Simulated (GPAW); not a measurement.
# Optical response of SnTe

Aim: the dielectric function of SnTe, and the optical constants that follow from it. The cell comes from an older database entry, whose edges can differ from later determinations, mostly by under a per cent.

Program: GPAW 26.7.0. Level of theory: DFT, PBE, plane-wave PAW (GPAW data sets), scalar-relativistic, RPA, optical limit. Results are calculated unless marked as measured.

The database entry behind the starting cell differs from later determinations by our own check (about 0.3 % short), so it need not match the best structure at ambient conditions.

## 1. Set-up

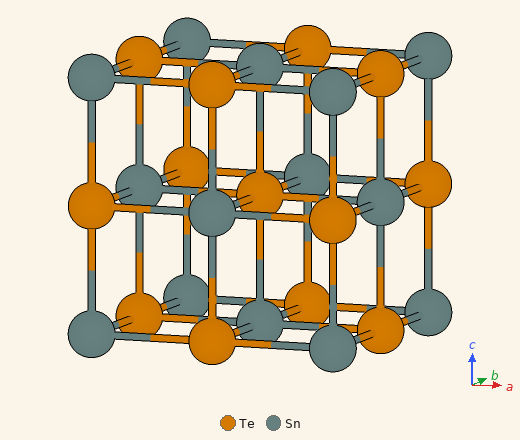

The cell as given, slightly off an axis (tellurium orange, tin teal). This picture shows the conventional cell, with its axes. Some periodic images of atoms are drawn too.

Structure file:

```xyz
2
Lattice="0.0000 3.1509 3.1509 3.1509 0.0000 3.1509 3.1509 3.1509 0.0000" Properties=species:S:1:pos:R:3 pbc="T T T"
Te    3.1509    3.1509    3.1509
Sn    0.0000    0.0000    0.0000
```

## 2. Bands for the response

At the fixed density, many empty bands are solved on the mesh of the response, since the spectrum sums over them.

This step: DFT, PBE, plane-wave PAW (GPAW data sets), scalar-relativistic, bands at fixed density (GPAW 26.7.0).

Contents of nscf.py:

```python
from ase.dft.bandgap import bandgap
from gpaw import GPAW, FermiDirac

calc = GPAW('gs.gpw').fixed_density(kpts={'size': (10, 10, 10), 'gamma': True}, nbands=62, convergence={'bands': 56},
                                    occupations=FermiDirac(0.05), txt='nscf.txt')
print('gap (eV)', bandgap(calc, output=None)[0])
print('direct gap (eV)', bandgap(calc, direct=True, output=None)[0])
print('top band over the Fermi level (eV)', min(calc.get_eigenvalues(kpt=k)[55] for k in range(len(calc.get_ibz_k_points()))) - calc.get_fermi_level())
calc.write('full.gpw', mode='all')
```

Run with:

```sh
> OMP_NUM_THREADS=1 python nscf.py
```

Numbers of over 12 decimals in the logs are rounded to 6 here.

Log:

```text
Diagonalizing LCAO Hamiltonian
Converting LCAO to pw mode
convergence criteria:
- Maximum integral of absolute [eigenst]ate change: 4e-08 eV^2 / valence electron
maximum number of iterations: 150

SCF iterations
|iter     |      energy | eigst |  dens |
|iter:   1||             | +3.92 |       |
|iter:   2||             | +2.66 |       |
|iter:   3||             | +1.59 |       |
|iter:   4||             | +0.32 |       |
|iter:   5||             | -0.60 |       |
|iter:   6||             | -1.55 |       |
|iter:   7||             | -2.25 |       |
|iter:   8||             | -3.13 |       |
|iter:   9||             | -3.79 |       |
|iter:  10||             | -4.63 |       |
|iter:  11||             | -5.28 |       |
|iter:  12||             | -5.98 |       |
|iter:  13||             | -6.45 |       |
|iter:  14||             | -6.85 |       |
|iter:  15||             | -7.18 |       |
|iter:  16||             | -7.48c|       |
SCF steps: 16
  __  _  _
 | _ |_)|_||  |
 |__||  | ||/\| - 26.7.0

Versions:
  Python: 3.12.14
  ASE:    3.29.0
  Numpy:  2.5.5
  Scipy:  1.18.1
  Libxc:  7.0.0

Input parameters:
  mode=PW(ecut=500.0),
  convergence={'bands': 56},
  gpts=array([24, 24, 24]),
  kpts=MonkhorstPack(size=(10, 10, 10), gamma=True),
  maxiter=150,
  nbands=62,
  occupations=Occupations(name='fermi-dirac', width=0.05, fixmagmom=False),
  parallel={},
  xc=XC(name='PBE')

--- standard output ---
gap (eV) 0.106524
direct gap (eV) 0.106524
top band over the Fermi level (eV) 34.764678
```

The job ended after 2.3 min (1 thread of Arm Neoverse V1, shared host; peak memory 0.24 GiB).

## 3. Dielectric function, RPA

Local fields let the induced charge screen the field inside the cell, which as a rule lowers ε, most along directions where the density is uneven.

This step: DFT, PBE, plane-wave PAW (GPAW data sets), scalar-relativistic, RPA, optical limit (GPAW 26.7.0).

Contents of df.py:

```python
from gpaw.response.df import DielectricFunction

df = DielectricFunction('full.gpw', frequencies={'type': 'nonlinear', 'domega0': 0.03, 'omega2': 8},
                        ecut=50,
                        eta=0.15,
                        nbands=56,
                        rate=0.05,
                        txt='df.txt')
for direction in ['x']:
    df.get_dielectric_function(xc='RPA', direction=direction, filename=f'df_{direction}.csv')
```

Run with:

```sh
> OMP_NUM_THREADS=1 python df.py
```

Log:

```text
Using integrator: PointIntegrator
NonLinearFrequencyDescriptor(from 0.000 to 64.253 eV, 496 points)
Nonperiodic BCs:  [False False False]
Using integrator: PointIntegrator
NonLinearFrequencyDescriptor(from 0.000 to 64.253 eV, 496 points)
Nonperiodic BCs:  [False False False]
Using integrator: PointIntegrator

Calculating chi0 body with:
    Ground state adapter containing:
    Number of spins: 1
    Number of kpoints: 1000
    Number of irreducible kpoints: 47
    Number of completely occupied states: 9
    Number of partially occupied states: 13

    Linear response parametrization:
    q_c: [0.0, 0.0, 0.0]
    Number of frequency points: 496
    Planewave cutoff: 50.0
    Number of bands: 56
    Number of planewaves: 59
    Broadening (eta): 0.15

Integrating chi0 body.

Symmetries of q_c:
    Direct symmetries (Uq -> q): 48
    Indirect symmetries (TUq -> q): 0
In total 48 allowed symmetries.

47 groups of equivalent kpoints. 95.3% reduction.

Integral kind: spectral function

Calculating chi0 optical extensions with:
    Ground state adapter containing:
    Number of spins: 1
    Number of kpoints: 1000
    Number of irreducible kpoints: 47
    Number of completely occupied states: 9
    Number of partially occupied states: 13

    Linear response parametrization:
    Number of frequency points: 496
    Planewave cutoff: 50.0
    Number of bands: 56
    Number of planewaves: 59
    Broadening (eta): 0.15
Integrating chi0 head and wings.

Symmetries of q_c:
    Direct symmetries (Uq -> q): 48
    Indirect symmetries (TUq -> q): 0
In total 48 allowed symmetries.

47 groups of equivalent kpoints. 95.3% reduction.

Integral kind: spectral function wings

Calculating drude chi0 with:
    Number of frequency points:496
    Plasma frequency decay rate: 0.05 eV

    Ground state adapter containing:
    Number of spins: 1
    Number of kpoints: 1000
    Number of irreducible kpoints: 47
    Number of completely occupied states: 9
    Number of partially occupied states: 13

Symmetries of q_c:
    Direct symmetries (Uq -> q): 48
    Indirect symmetries (TUq -> q): 0
In total 48 allowed symmetries.

47 groups of equivalent kpoints. 95.3% reduction.

Integral kind: intraband
Plasma frequency:
[[0.13+0.j 0.  -0.j 0.  +0.j]
 [0.  -0.j 0.13+0.j 0.  -0.j]
 [0.  +0.j 0.  -0.j 0.13+0.j]]
```

Elapsed: 22 s, on 1 thread; peak memory 0.31 GiB.

Some rows of df_x.csv (energy; Re and Im without local fields; Re and Im with them):

```text
0.000000, 110.014606, 0.000000, 105.955318, 0.000000
0.460735, 62.853951, 23.121166, 58.422276, 21.965299
0.943989, 36.216567, 68.497900, 34.855042, 64.406656
1.451455, 28.392231, 55.275522, 26.765097, 49.961077
1.984998, -29.005312, 36.457680, -28.312903, 37.523329
2.546682, -17.969678, 17.390883, -17.445521, 17.249796
3.138794, -12.157892, 11.535707, -11.752673, 11.454565
3.763875, -7.424106, 5.016073, -7.632920, 4.805145
4.424758, -3.772198, 2.579922, -4.343603, 2.409545
5.124608, -0.691758, 3.060996, -1.676343, 2.453010
5.866977, -1.040006, 5.019042, -1.331746, 3.681809
6.655862, -2.643498, 5.612475, -1.613570, 4.376670
7.495775, -2.806605, 3.032781, -2.213911, 2.656735
8.391833, -1.869202, 2.124687, -1.491792, 1.610137
9.349861, -1.655279, 1.417768, -1.249409, 1.314594
10.376517, -1.256037, 1.009749, -0.906256, 1.019226
11.479449, -0.867975, 0.674665, -0.667840, 0.746349
12.667487, -0.396906, 0.570366, -0.232478, 0.513161
13.950874, -0.213519, 0.337128, -0.131962, 0.322751
```

The Im ε, E ∥ x has structure finer than the step of the table below, so its rows give means over 0.5 eV, whole bins alone (the curve runs from 0.305 to 14.0 eV). Peaks (eV: height): 0.91: 65.1, 1.70: 77.9.

Sum at mesh points, not converged in k. Table of Im ε, E ∥ x by photon energy; means over each step:

```
photon energy (eV)  Im ε, E ∥ x
               1.0         53.9
               1.5         59.0
               2.0         42.1
               2.5         19.3
               3.0         12.1
               3.5         6.81
               4.0         4.06
               4.5         2.60
               5.0         2.59
               5.5         3.75
               6.0         3.87
               6.5         4.02
               7.0         3.61
               7.5         2.72
               8.0         1.99
               8.5         1.67
               9.0         1.44
               9.5         1.23
              10.0         1.02
              10.5        0.952
              11.0        0.742
              11.5        0.734
              12.0        0.588
              12.5        0.508
              13.0        0.541
              13.5        0.399
```

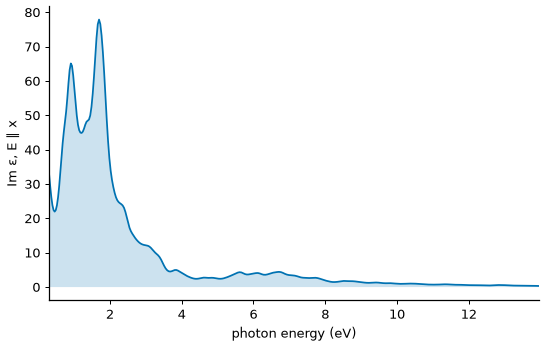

Im ε, E ∥ x against photon energy.

Values under 1 per cm are given as 1; sum at mesh points, not converged in k. Absorption coefficient, E ∥ x against photon energy:

```
photon energy (eV)  absorption coefficient, E ∥ x (1/cm)
              1.01                                 4.5e5
              1.99                                 1.2e6
              3.02                                 1.1e6
              3.98                                 1.1e6
              4.98                                 8.7e5
              6.02                                 1.0e6
              6.99                                 1.3e6
              8.03                                 1.3e6
              9.02                                 1.2e6
             10.03                                 1.1e6
             11.03                                 1.0e6
             12.02                                 9.7e5
             13.00                                 9.2e5
```

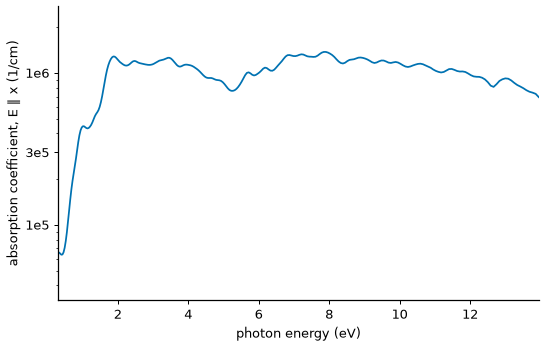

Absorption coefficient, E ∥ x against photon energy.

Sum at mesh points, not converged in k. Loss function −Im 1/ε at q → 0, E ∥ x against energy loss; read off at these points:

```
energy loss (eV)  loss function −Im 1/ε at q → 0, E ∥ x
             1.0                                 0.0142
             2.0                                 0.0176
             3.0                                 0.0433
             4.0                                 0.0596
             5.0                                  0.213
             6.0                                  0.230
             7.0                                  0.194
             8.0                                  0.200
             9.0                                  0.308
            10.0                                  0.444
            11.0                                  0.691
            12.0                                  0.964
            12.7                                   1.57
            13.0                                   1.33
```

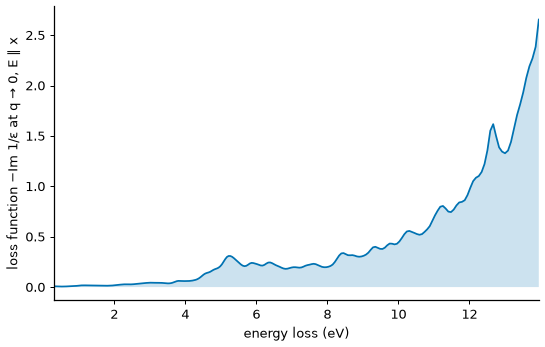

Loss function −Im 1/ε at q → 0, E ∥ x against energy loss.

The Im ε, E ∥ x has structure finer than the step of the table below, so its rows give means over 1 eV, whole bins alone (the curve runs from 0.305 to 14.0 eV). Peaks (eV: height): without local fields 0.9: 69.6, 1.7: 83.0; with local fields 0.9: 65.1, 1.7: 77.9.

Sum at mesh points, not converged in k. Im ε, E ∥ x against photon energy; means over each step:

```
photon energy (eV)  without local fields  with local fields
                 1                  51.4               47.8
                 2                  45.6               44.1
                 3                  12.2               12.1
                 4                  3.97               3.91
                 5                  3.41               2.80
                 6                  5.24               3.91
                 7                  4.24               3.57
                 8                  2.32               2.06
                 9                  1.59               1.48
                10                  1.07               1.05
                11                 0.769              0.792
                12                 0.569              0.594
                13                 0.497              0.500
```

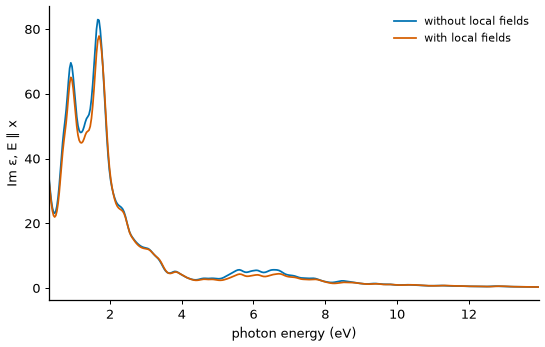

Im ε, E ∥ x, plotted against photon energy.

Sum at mesh points, not converged in k. Reflectivity at normal incidence, E ∥ x against photon energy; read off at these points:

```
photon energy (eV)  reflectivity at normal incidence, E ∥ x (%)
              0.50                                         61.3
              0.91                                         67.1
              1.00                                         65.9
              1.50                                         64.5
              2.00                                         77.2
              2.50                                         74.3
              3.00                                         69.2
              3.50                                         77.2
              4.00                                         72.6
              4.50                                         63.9
              5.00                                         50.2
              5.50                                         32.8
              6.00                                         36.4
              6.50                                         36.0
              7.00                                         46.5
              7.50                                         47.7
              8.00                                         56.0
              8.09                                         56.9
              8.50                                         44.3
              9.00                                         50.5
              9.09                                         50.8
              9.50                                         47.3
             10.00                                         48.5
             10.50                                         44.0
             11.00                                         45.0
             11.50                                         42.2
             12.00                                         42.8
             12.50                                         39.8
             13.00                                         34.5
             13.50                                         36.3
```

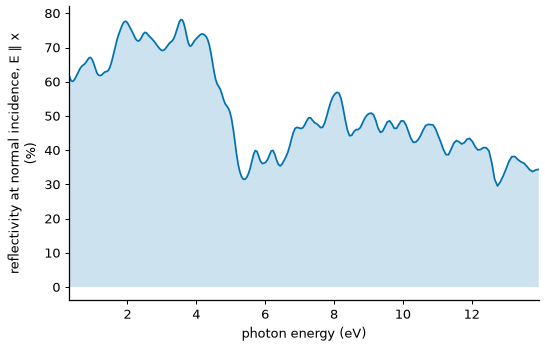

Reflectivity at normal incidence, E ∥ x against photon energy.

From ε follow the optical constants at some laser and lamp lines:

```
wavelength (nm)     n      k  R (%)     1/α
           1550  8.31  3.216   65.7   38 nm
           1064  6.16  3.674   61.9   23 nm
            800  6.86  4.402   66.2   14 nm
            633  3.25  6.320   77.6  8.0 nm
            532  2.49  4.829   72.0  8.8 nm
            405  1.60  3.750   69.3  8.6 nm
            248  0.73  1.698   50.2   12 nm
```

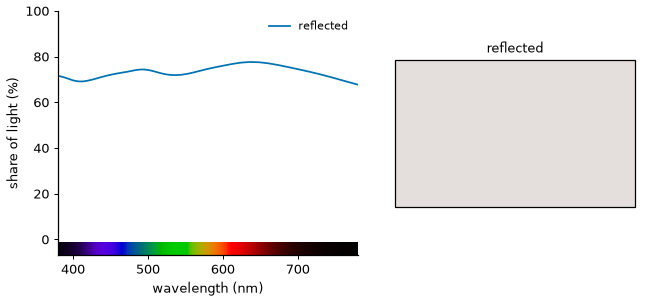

Light reflected across the visible range, with the colour that it makes of daylight (sRGB).

In reflection the computed colour is light grey: x = 0.318, y = 0.331, luminous reflectivity 74 %.

## 4. Results

What this shows: At this level (PBE, RPA) SnTe is a semimetal or has a tiny gap, with few carriers whose number hangs on mesh and smearing,. The mesh is too coarse to trust the carriers' weight, the reflectivity or the colour to better than tens of per cent. In reflection the computed colour is light grey: x = 0.318, y = 0.331, luminous reflectivity 74 %. The carriers' damping of 0.05 eV is typed, not computed; it shapes the response at the lowest energies. Spin-orbit coupling is left out although heavy atoms are present. The gap is so small that the smearing puts carriers across it; at a true gap they would be absent, and excitons are missing too. GPAW's carrier term has the form −ωp²/(ω + i·rate)², which damps like twice the rate and fails at low energy, so the curves leave the lowest energies out. The sum runs over mesh points 0.17 Å⁻¹ apart with no interpolation, so peaks are partly noise of the mesh, and the Drude plasma energy, a sum over the Fermi surface, isn't converged.

[Machine, clock and banner lines and Python warnings are left out of the logs.]

[Logs are printed without paths, hosts, clocks, repeated set-up lines and the standing remarks that a program may print on its own settings, such as how far it seeks lower states.]

[Hosts, paths, dates, database ids (printed as entryN), source tags and the programs' standing remarks are cut or masked in the printed files.]
